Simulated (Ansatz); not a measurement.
Consider H4SSi···CH4.

```xyz
11

Si   -0.5376    0.4083   -1.2083
C    -0.1808   -0.3456    3.3349
H    -0.3399   -0.9429    4.2366
H     0.0347   -1.0118    2.4939
H     0.6639    0.3314    3.4899
H     0.2799    1.2827   -0.3266
H    -0.4966    0.9171   -2.6014
H     0.0192   -0.9696   -1.1565
S    -2.6324    0.4454   -0.6711
H    -2.4732   -0.0462    0.5772
H    -1.0809    0.2400    3.1244
```

All numbers below come from RKS B3LYP/6-31G* in Ansatz.

Question: Predict the electron density and electron localisation function between the atoms.

Answer: C–H (1.09 Å): ρ at the midpoint is about 1.9 e/Å³; the ELF climbs to about 1 towards the hydrogen, as it does in any bond to H; a covalent bond by its length.
Si–H (1.48 Å): ρ is about 0.8 e/Å³ halfway; the ELF climbs to about 1 towards the hydrogen.

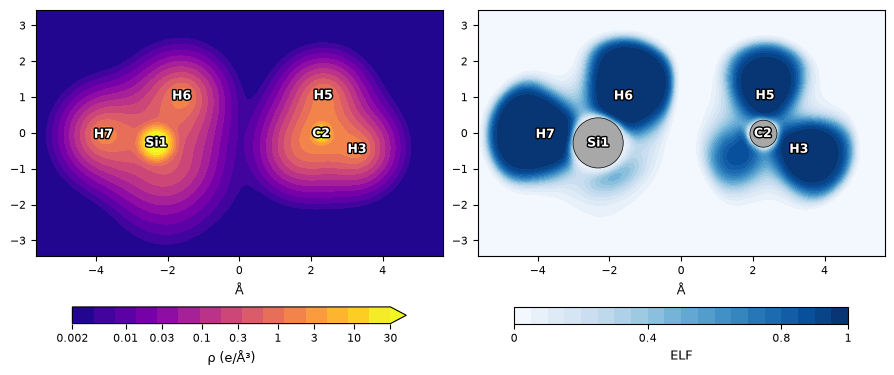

Computed electron density and electron localisation function on the plane of atoms H6, Si1 and H7, in this order. Grey discs cover the atomic cores in the ELF map. 
